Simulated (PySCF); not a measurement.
# C7H7: the cost of one run

Programs: PySCF 2.14.0, with routines of our own; each step states its level. All values are computed. Atoms count from 0.

## 1. The starting structure

14 atoms, charge 0, multiplicity 2; geometry from: GFN2-xTB.

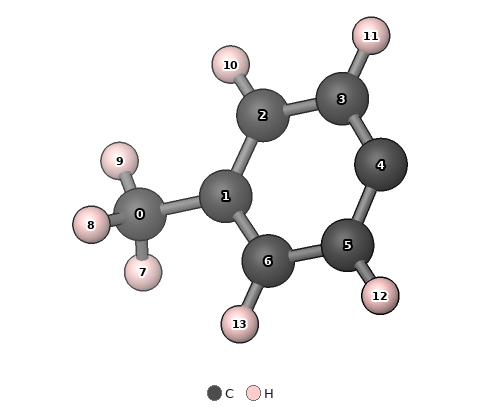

The starting geometry (carbon dark grey, hydrogen pink).

## 2. Open-shell or spin-flip excitations: unrestricted TDDFT CAM-B3LYP/def2-SVPD

What the job is given:

```
{"job": {"kind": "uabs", "xc": "CAM-B3LYP", "basis": "def2-SVPD", "nstates": 10, "tda": false}, "charge": 0, "multiplicity": 2}
C      1.982739    -0.044291     0.068720
C      0.482359    -0.002674     0.021397
C     -0.195570     1.207843     0.028771
C     -1.588075     1.241390    -0.025003
C     -2.242484     0.047996    -0.084674
C     -1.630484    -1.170935    -0.094312
C     -0.239730    -1.188655    -0.040382
H      2.322131    -0.722532     0.849915
H      2.379345    -0.403118    -0.881030
H      2.393830     0.943370     0.261149
H      0.354051     2.137688     0.077704
H     -2.111784     2.185358    -0.017907
H     -2.187147    -2.094928    -0.140961
H      0.280141    -2.136985    -0.045553
```

With the program's defaults for keys left out, this is: unrestricted TDDFT CAM-B3LYP/def2-SVPD, vertical, gas phase, core orbitals frozen in the response.

The run is started by

```
$ OMP_NUM_THREADS=1 python excited_run.py task.json out
```

One launch serves the whole session: the jobs run in the order shown.

Q: Estimate the wall time and peak memory of this first job on 1 thread of Arm Neoverse V1, shared host.

About 89 s, with a peak of 0.77 GiB.
